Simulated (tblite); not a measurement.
# C2H15PSi4: the cost of one run

Programs: tblite 0.8.0 and PySCF 2.14.0, with density-fitted response routines of our own. Each step states its level of theory. These are calculated values for one molecule in the gas phase, unless marked as measured. Atoms count from 0, in the outputs and in this text.

**1. The molecule as given**

22 atoms, charge 0, multiplicity 1; geometry from: force field or distance geometry start.

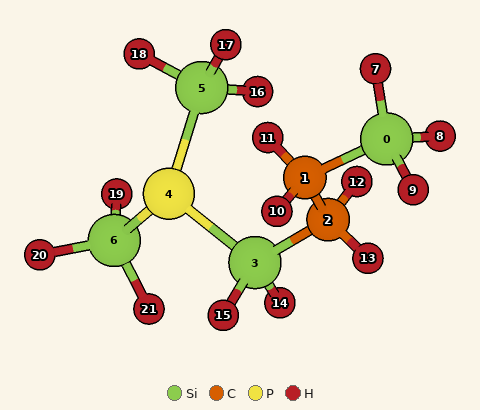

The starting geometry (silicon green, carbon orange, phosphorus yellow, hydrogen red), atoms numbered.

**2. Optimising the geometry with GFN2-xTB**

Job settings and geometry (Å):

```
{"job": {"kind": "relax", "xc": "GFN2-xTB", "basis": "xTB"}, "charge": 0, "multiplicity": 1}
Si     3.590000     0.908900    -0.021000
C      1.976700     0.244100     0.659400
C      1.433100    -0.698200    -0.384100
Si    -0.175700    -1.472500     0.082200
P     -1.762400    -0.094100     0.659600
Si    -1.761900     1.800300    -0.444000
Si    -3.738800    -1.050400     0.290000
H      3.827200     2.301000     0.346700
H      3.546700     0.780100    -1.476900
H      4.657800     0.001700     0.428700
H      2.122100    -0.282800     1.613000
H      1.212100     1.022700     0.808000
H      1.351300    -0.085500    -1.306000
H      2.219200    -1.458100    -0.584900
H     -0.676700    -2.380100    -0.969500
H      0.080100    -2.330300     1.283100
H     -1.729400     1.542800    -1.873900
H     -0.625800     2.676300    -0.075900
H     -3.049400     2.475200    -0.119000
H     -4.543500    -0.286300    -0.659800
H     -4.484400    -1.170400     1.561700
H     -3.478700    -2.425100    -0.219000
```

On the command line:

```bash
OMP_NUM_THREADS=1 python probes_run.py task.json out
```

One launch serves the whole session: the jobs run in the order shown.

Q: Estimate the wall time and peak memory of this first job on 1 thread of Arm Neoverse N1, shared host.

About 4.3 s, with a peak of 0.18 GiB.
